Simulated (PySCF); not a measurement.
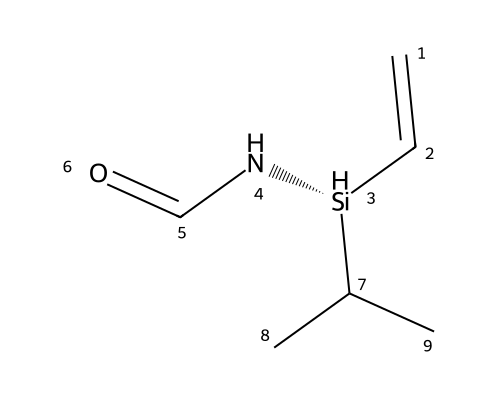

Skeletal drawing with numbered atoms; wedges and dashes mark any stereocentres. The configuration is that of a computed structure (PBE0-D3(BJ)/def2-SVP).

Give the R/S and E/Z labels.

Si3: S.
